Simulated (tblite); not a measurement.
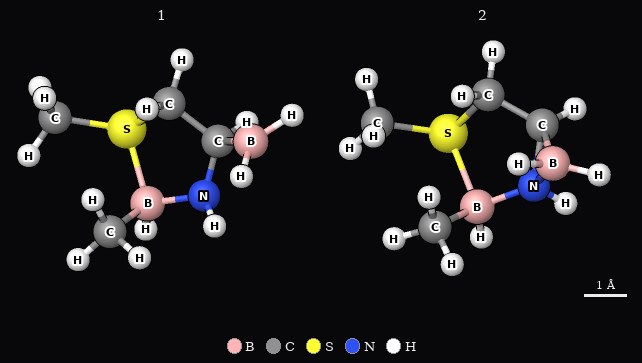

Two geometries of C4H13B2NS, drawn at one scale. One is the start of a relaxation, the other its converged end. Style: ball-and-stick. Shown at a tilt.

All numbers below come from GFN2-xTB geometry optimisation, gas phase (tblite 0.8.0). 

Q: Which of the two is the end point?

A: Structure 2 is the relaxed one. The atom that moves furthest after the best rigid fit is an H atom (1.47 Å). Largest moves by element: H 1.47 Å, B 0.71 Å, C 0.40 Å, N 0.36 Å, S 0.27 Å. Near-neighbour distances that change, for instance: B–N 2.421 → 1.569 Å, B–S 1.873 → 2.060 Å, C–N 1.382 → 1.480 Å, C–S 1.765 → 1.817 Å. New bonds form: B–N (2.42 → 1.57 Å). Bond angles that change, for instance: B–C–N 107.6° → 61.7°, B–C–H 106.2° → 124.6°, B–C–C 106.9° → 121.2°. Groups turn about C–S by about 55°, B–C by about 35°. Over 142 geometry steps the energy falls by 52.7 kcal/mol. The run took 1.9 s on 1 thread of Arm Neoverse N1, with other jobs on the host.
